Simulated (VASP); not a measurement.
Data:

```
HgIn
1.0
    1.78457     1.03032     4.28498
   -1.78457     1.03032     4.28498
    0.00000    -2.06064     4.28498
In Hg
1 1
Direct
  0.50000   0.50000   0.50000
  0.00000   0.00000   0.00000
```

Calculation: LDA (Ceperley-Alder, Perdew-Zunger), VASP's LDA PAW potentials (set 64) (plane waves; VASP 6.6.1). Settings: 400 eV cut-off, 14×14×14 Γ-centred mesh, tetrahedra with Blöchl corrections, potentials In_d Hg.

Unless said otherwise, spin-orbit coupling is left out, though it shifts the bands of the heavy elements here.

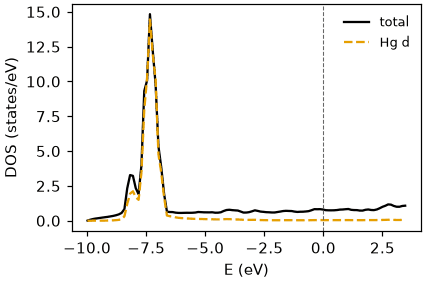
*Total and projected density of states, zero at the Fermi level*

Within 2 eV below the Fermi level the largest weight inside VASP's projection spheres is In p, then Hg p.

It has no gap at this level: it comes out as a metal or semimetal.

The structure comes from a measured InHg entry (R-3m) of the Crystallography Open Database, whose conditions weren't checked. It was relaxed first. The electron count is odd and the run is not spin-polarised, which forces a metal.
